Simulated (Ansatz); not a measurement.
The compound is Tl2OsF6 (started from the K2PtCl6 type) (Fm-3m).

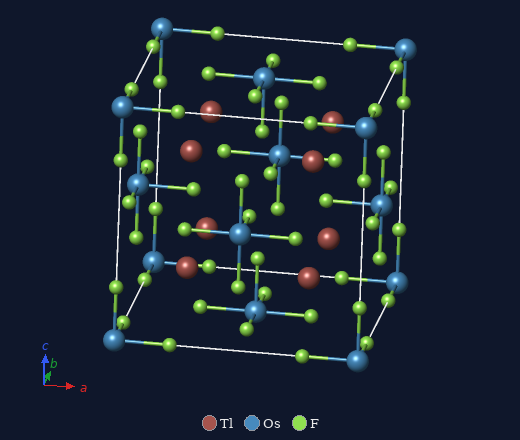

The structure (thallium brown, osmium blue, fluorine green). Some periodic images of atoms are drawn too.

The structure was built from a prototype and need not be the compound's stable phase.

```xyz
9
Lattice="0.0000 4.2767 4.2767 4.2767 0.0000 4.2767 4.2767 4.2767 0.0000" Properties=species:S:1:pos:R:3 pbc="T T T"
Tl    2.1383    2.1383    2.1383
Tl    6.4150    6.4150    6.4150
Os    0.0000    0.0000    0.0000
F     4.2767    4.2767    1.9463
F     4.2767    4.2767    6.6071
F     4.2767    1.9463    4.2767
F     4.2767    6.6071    4.2767
F     1.9463    4.2767    4.2767
F     6.6071    4.2767    4.2767
```

The structure was relaxed with PBEsol. The structure type comes from a generator and need not be one that this composition takes. The structure was generated from a model, not taken from a measurement. The runs that relaxed it are not among those shown. The program's search for lower electronic states was switched off, so nothing shows that the state found is the lowest. Spin-orbit coupling is left out unless a run names it. PAW set soft_2, made with PBE.

A constrained-RPA run (Ansatz 0.2.0; non-magnetic PBEsol; Os t2g, bands v2 to c1, 4×4×4 mesh, medium accuracy) builds 3 functions on bands 0.25 eV wide, with 4.0 electrons in the window. The bare on-site interaction is 12.2 eV and the bare J 0.43 eV.

What U and J survive the screening?

On the Os t2g shell, U = 4.46 eV (37 % of the bare value), U′ = 3.75 eV, J = 0.30 eV.

The parent state is non-magnetic and the interaction static (zero frequency); U depends on the window and the orbitals, so it belongs to this model alone. Spin-orbit coupling, which is strong for atoms this heavy, is left out.

[Paths, hosts, dates, memory and timing lines, banners, echoed tables and standing remarks are left out of the program output.]

[Logs are printed without paths, hosts, clocks, repeated set-up lines and the standing remarks that a program may print on its own settings, such as how far it seeks lower states.]

[Runs of the session that timed out or met a known fault of the program may be left out.]

[Hosts, paths, dates, database ids (printed as entryN), source tags and the programs' standing remarks are cut or masked in the printed files.]
